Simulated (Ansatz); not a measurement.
Dissociation curve of SMILES [AlH]([CH3])[CH3] (C₂H₇Al). The Al1–C7 bond (Al1 also carries C, H; C7 carries H, H, H) is stretched with both fragments frozen at the PBE0/def2-SVP optimised geometry.

Computed with: RKS-PBE = Ansatz (a first-principles code) with restricted PBE/cc-pVDZ; RKS-PBE0 = restricted PBE0/cc-pVDZ (Ansatz); RKS-CAM-B3LYP = restricted CAM-B3LYP/cc-pVDZ in Ansatz; UKS-PBE = unrestricted PBE/cc-pVDZ (Ansatz); UKS-PBE0 = unrestricted PBE0/cc-pVDZ (Ansatz); UKS-CAM-B3LYP = unrestricted CAM-B3LYP/cc-pVDZ in Ansatz; UCCSD(T) = Ansatz with CCSD(T) on UHF/cc-pVDZ, frozen core.

Cost and agreement with UCCSD(T) over the 16 points of the scan, with UCCSD(T) as yardstick. Costs are rough ratios of core time within Ansatz on shared cores, each with its mean field (Kohn-Sham runs search longer for lower solutions than correlated ones do); the miss is the largest difference from UCCSD(T) of the curve after the mean shift, in kcal/mol.

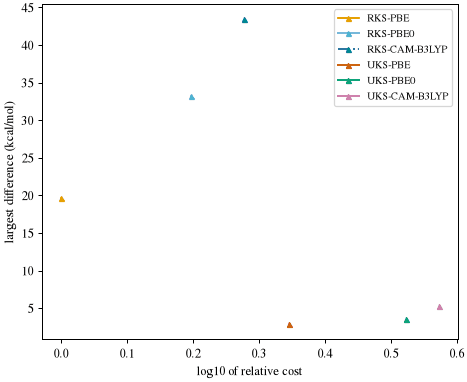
Figure: Miss against cost, one point a level.

```csv
level,relative cost,largest difference
RKS-PBE,1,19.6
RKS-PBE0,2,33.2
RKS-CAM-B3LYP,2,43.4
UKS-PBE,2,2.9
UKS-PBE0,3,3.6
UKS-CAM-B3LYP,4,5.3
```

Costs within a factor of two of each other count as equal.

The restricted form behind RKS-PBE, RKS-PBE0, RKS-CAM-B3LYP keeps the bonding electrons paired and can't separate into open-shell fragments. The unrestricted solution behind UKS-PBE changes between 3.64 and 4.13 Å, which can leave a kink. The unrestricted determinant behind UKS-PBE is spin-contaminated at 3.64 to 5.65 Å (<S²> up to 1.0, against 0.00 for a pure singlet). The unrestricted determinant behind UKS-PBE0, UKS-CAM-B3LYP is spin-contaminated at 3.19 to 5.65 Å (<S²> up to 1.0, against 0.00 for a pure singlet). The unrestricted determinant behind UCCSD(T) is spin-contaminated at 2.85 to 5.65 Å (<S²> up to 1.0, against 0.00 for a pure singlet).
